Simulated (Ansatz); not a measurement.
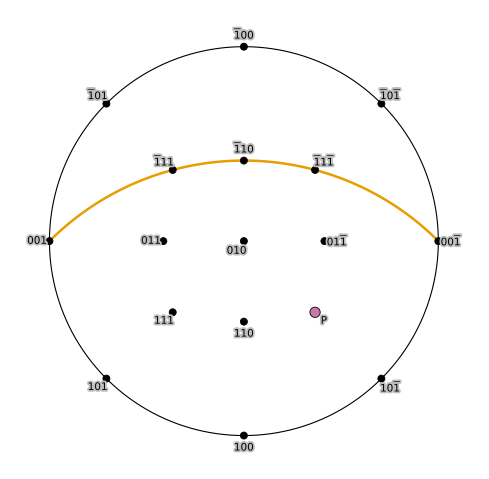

For Rb, the input geometry of an electronic-structure calculation (not necessarily at equilibrium): stereographic projection of plane normals (upper hemisphere) centred on (0 1 0). The drawing is computed from the coordinates (standard cell, symmetry found to 0.002 Å).

a = 5.674 Å, b = 5.674 Å, c = 5.674 Å, α = 90.00°, β = 90.00°, γ = 90.00°.

Question: Index the pole marked P.

Answer: P is (1 1 −1), 54.7° from the centre.

Question: Which zone does the coloured great circle trace?

Answer: The zone [1 1 0]: its poles satisfy h + k = 0.

Question: What is the angle between the normals of (0 1 1) and (−1 1 0), and what are their d_hkl = 1/|g|?

Answer: 60.0°; d = 4.012 Å and 4.012 Å.
